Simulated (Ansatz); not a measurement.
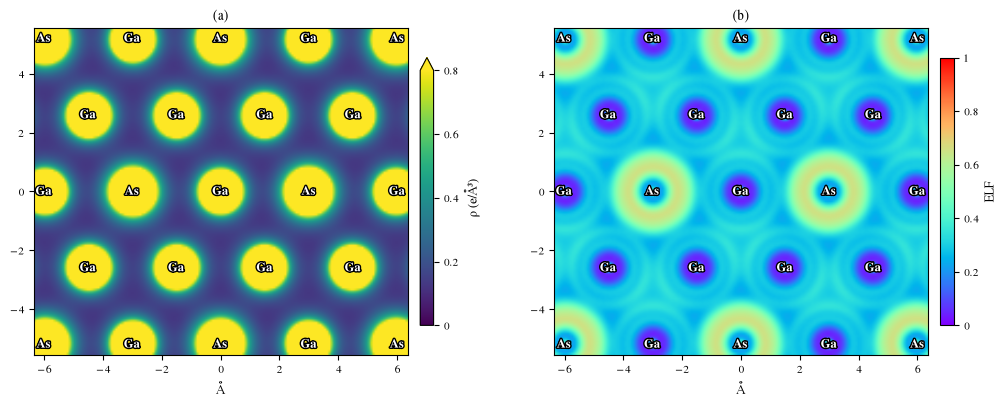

*Ga7As. (a) valence pseudo-density; (b) electron localisation function on the (111) plane of the conventional cell.*

Space group Fm-3m; a generated structure, not necessarily the stable one.

Level of theory: Ansatz, DFT PBE, scalar-relativistic, plane waves, PAW.

In a PAW calculation such maps are meaningful between the atoms, not at the nuclei.

Question: Interpret the plot.

Answer: Atoms in the plane: Ga and As. Ga–As (3.00 Å): ρ at the midpoint is about 0.19 e/Å³; the ELF is about 0.35 at the midpoint. Between the atoms the lowest density in this plane is 0.13 e/Å³. The features right at Ga lie inside the PAW spheres, where the map follows smoothed inner orbitals and isn't to be read closely.
